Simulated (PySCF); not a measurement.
```xyz
17

C    -1.8230    1.3190   -0.4877
C    -1.5675    0.2238    0.1474
C    -0.5002   -0.7112    0.4970
C    -0.9021   -2.1580    0.1829
C     0.7806   -0.3610   -0.2594
O     2.0321   -0.7278    0.3497
C     1.7301    0.5816    0.2636
C     2.2061    1.7591    0.5796
Cl    1.3273    3.1972    0.2071
H    -1.0696    1.9156   -1.0066
H    -2.8188    1.7351   -0.5340
H    -0.2913   -0.6235    1.5710
H    -1.7700   -2.4388    0.7733
H    -0.0819   -2.8322    0.4173
H    -1.1510   -2.2579   -0.8714
H     0.7422   -0.5248   -1.3327
H     3.1499    1.9157    1.0729
```

Geometry: GFN2-xTB.

The calculation used UKS B3LYP, pcH-1 on C Cl H O, non-relativistic, mean-field spin-orbit, GIAO in PySCF.

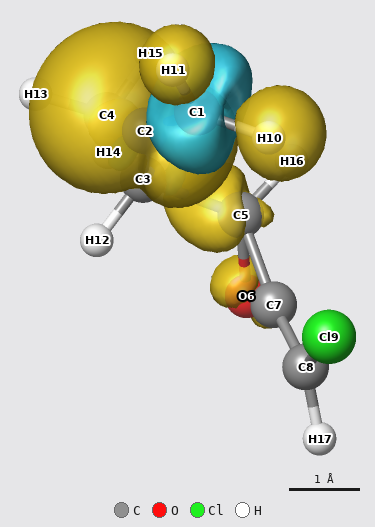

C₇H₈ClO (doublet). Isosurfaces of the spin density (α minus β) at +0.015 (yellow) and −0.015 e/Å³ (cyan), seen at an oblique angle.

### Where is the unpaired spin?

The unpaired spin (1 electron) lies mostly on C2 (about 0.7), in electrons by Hirshfeld's partition.
